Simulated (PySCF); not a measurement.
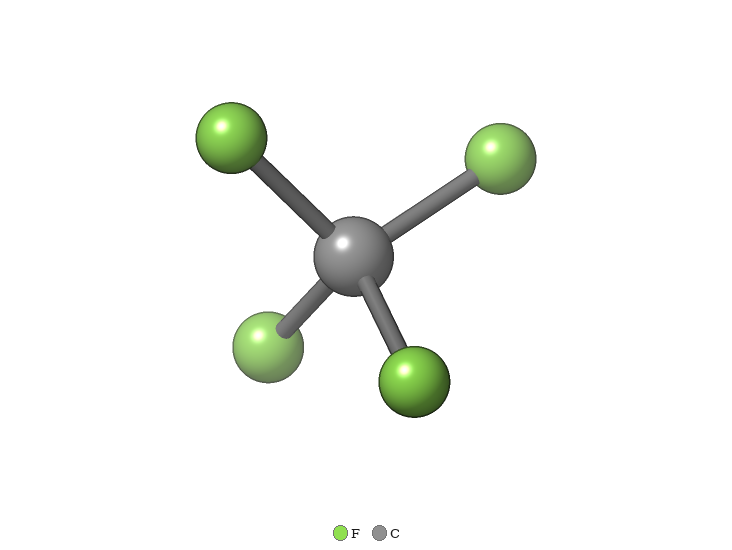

Depth is shown by fading: the farther an atom, the more it takes the colour of the background. The geometry was computed by an optimisation with PBE0-D3(BJ)/def2-TZVP. No frequency run is at hand to confirm it as a minimum.

### List the symmetry elements and name the point group.

It has 4 C3 axes, 3 C2 axes, 3 S4 axes and 6 mirror planes, so the point group is Td. The group has 24 operations. The geometry is achiral, and symmetry forbids a dipole moment.
